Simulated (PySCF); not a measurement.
# One shape, several levels: C3H3F3 (SMILES F/C=C(/F)CF)

Wanted: a comparison of 5 runs (HF/def2-SVP, TPSSh/STO-3G, B3LYP/6-31G*, SVWN5/def2-SVP, wB97X/6-311G**) of C3H3F3. 

Program for the calculation: PySCF 2.14.0.

### Step 1. The system as given

The species is C3H3F3 (9 atoms), meant as a singlet with charge 0. SMILES: `F/C=C(/F)CF`. Geometry: relaxed at PBE0-D4/def2-TZVP. This is one conformer, not always the lowest.

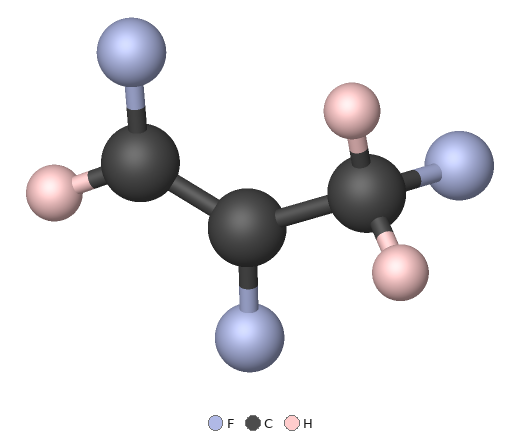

Viewed from a chosen angle; fluorine light blue, carbon dark grey, hydrogen pink.

### Step 2. Energy and forces at HF/def2-SVP (run 1)

Contents of job.py:

```python
from pyscf import gto

mol = gto.Mole()
mol.atom = [
    ('F', (-1.763900, -1.116100, 0.099900)),
    ('C', (-0.618800, -1.106900, -0.581600)),
    ('C', (0.313600, -0.196800, -0.346900)),
    ('F', (1.436400, -0.242200, -1.077100)),
    ('C', (0.268300, 0.880400, 0.664000)),
    ('F', (0.191400, 2.119100, 0.055000)),
    ('H', (-0.529300, -1.894100, -1.319400)),
    ('H', (1.180500, 0.864700, 1.268600)),
    ('H', (-0.604000, 0.749500, 1.306400)),
]
mol.spin = 0
mol.basis = 'def2-svp'
mol.max_memory = 1860
mol.verbose = 4
mol.build()

myscf = mol.RHF()
myscf.conv_tol = 1e-10
myscf.kernel()
if not myscf.converged:
    myscf = myscf.newton().run(myscf.mo_coeff, myscf.mo_occ)

e_final = myscf.e_tot
print('E = %.10f Eh' % e_final)
grad = myscf.nuc_grad_method().kernel()
dip = myscf.dip_moment()
pop, q = myscf.mulliken_pop()
```

On the command line:

```
OMP_NUM_THREADS=1 python job.py
```

Log:

```text
PySCF version 2.14.0

[... 67 lines left out ...]
converged SCF energy = -413.284357642698
[... 12 lines left out ...]
Dipole moment(X, Y, Z, Debye):  0.00292, -1.80756,  1.04177
[... 109 lines left out ...]
charge of    8H =      0.05454
```

Wall time 21 s (1 thread of Intel Xeon at 2.50GHz (Skylake/Cascade Lake), shared host); peak memory 0.21 GiB.

### Step 3. Energy and forces at TPSSh/STO-3G (run 2)

Contents of calc.py:

```python
# FC=C(F)CF
from pyscf import gto, dft

mol = gto.M(
    atom='''
F     -3.333288    -2.109123     0.188784
C     -1.169363    -2.091738    -1.099065
C      0.592618    -0.371898    -0.655546
F      2.714403    -0.457692    -2.035424
C      0.507014     1.663715     1.254778
F      0.361694     4.004519     0.103935
H     -1.000232    -3.579330    -2.493305
H      2.230822     1.634046     2.397307
H     -1.141395     1.416350     2.468738
''',
    unit='bohr',
    max_memory=1860,
    spin=0,
    verbose=4,
    charge=0,
    basis='sto-3g',
)

mf = dft.RKS(mol)
mf.xc = 'tpssh'
mf.grids.level = 5
mf.conv_tol = 1e-10
mf.kernel()
if not mf.converged:
    mf = mf.newton().run(mf.mo_coeff, mf.mo_occ)

etot = mf.e_tot
print('E = %.10f Eh' % etot)
grad = mf.nuc_grad_method().kernel()
dip = mf.dip_moment()
pop, q = mf.mulliken_pop()
```

On the command line:

```
OMP_NUM_THREADS=1 python calc.py
```

Log:

```text
PySCF version 2.14.0

[... 78 lines left out ...]
converged SCF energy = -409.884562648547
[... 13 lines left out ...]
Dipole moment(X, Y, Z, Debye):  0.00081, -0.73810,  0.43798
[... 43 lines left out ...]
charge of    8H =      0.08050
```

Run time: 39 s. Hardware: 1 thread of Intel Xeon at 2.50GHz (Skylake/Cascade Lake), shared host; peak memory 0.4 GiB.

Runs 3 to 4 aren't shown in full; the table further down has their settings and results.

### Step 4. Energy and forces at wB97X/6-311G(d,p) (run 5)

Contents of start.xyz:

```xyz
9

F     -1.763900    -1.116100     0.099900
C     -0.618800    -1.106900    -0.581600
C      0.313600    -0.196800    -0.346900
F      1.436400    -0.242200    -1.077100
C      0.268300     0.880400     0.664000
F      0.191400     2.119100     0.055000
H     -0.529300    -1.894100    -1.319400
H      1.180500     0.864700     1.268600
H     -0.604000     0.749500     1.306400
```

Contents of calc.py:

```python
# FC=C(F)CF
import pyscf.grad
from pyscf import gto, dft

mol = gto.M(
    atom='start.xyz',
    verbose=4,
    max_memory=1860,
    charge=0,
    basis='6-311g**',
)

mf = dft.RKS(mol, xc='wb97x')
mf.grids.level = 5
mf.conv_tol = 1e-10
mf.kernel()
if not mf.converged:
    mf = mf.newton().run(mf.mo_coeff, mf.mo_occ)

etot = mf.e_tot
print('E(%s) = %.9f' % ('WB97X', etot))
grad = mf.Gradients().kernel()
dip = mf.dip_moment()
pop, q = mf.mulliken_pop()
```

On the command line:

```
OMP_NUM_THREADS=1 python calc.py
```

Log:

```text
PySCF version 2.14.0

[... 80 lines left out ...]
converged SCF energy = -415.61824732813
[... 13 lines left out ...]
Dipole moment(X, Y, Z, Debye):  0.00501, -1.58332,  0.88651
[... 136 lines left out ...]
charge of    8H =      0.12483
```

Wall time 3.4 min (1 thread of Intel Xeon at 2.50GHz (Skylake/Cascade Lake), shared host); peak memory 1.3 GiB.

### Step 5. Overview of the runs

```tsv
run	level	integration grid	Cartesian functions	energy (Eh)	dipole moment (D)	HOMO energy (eV)	LUMO energy (eV)	wall time
1	HF/def2-SVP	–	no	-413.284358	2.09	-10.82	3.88	21 s
2	TPSSh/STO-3G	5	no	-409.884563	0.86	-3.09	3.05	39 s
3	B3LYP/6-31G* (Cartesian functions)	5	yes	-415.585692	1.65	-7.08	-0.01	75 s
4	SVWN5/def2-SVP	5	no	-412.328272	1.64	-6.38	-1.31	46 s
5	wB97X/6-311G**	5	no	-415.618247	1.81	-10.04	2.12	3.4 min
```

### Step 6. Summary of results

| quantity | value |
| --- | --- |
| run 5: total energy | -415.61825 Eh |
| run 5: dipole moment | 1.81 D |
| run 5: HOMO energy | -10.04 eV |
| run 5: LUMO energy | 2.12 eV |
| run 5: HOMO–LUMO gap | 12.17 eV |
| run 5: largest force on an atom | 0.396 eV/Å |

In words: The dipole moment (its size) runs from 0.86 D (TPSSh/STO-3G) to 2.09 D (HF/def2-SVP). The two ends differ in method and basis. The HOMO–LUMO gap runs from 5.06 eV (SVWN5/def2-SVP) to 14.70 eV (HF/def2-SVP). Exact exchange widens orbital gaps. Totals of different functionals can't be ranked against each other. In run 2 the basis is minimal, so the values are rough. All runs together took 6.5 min, the longest 3.4 min.
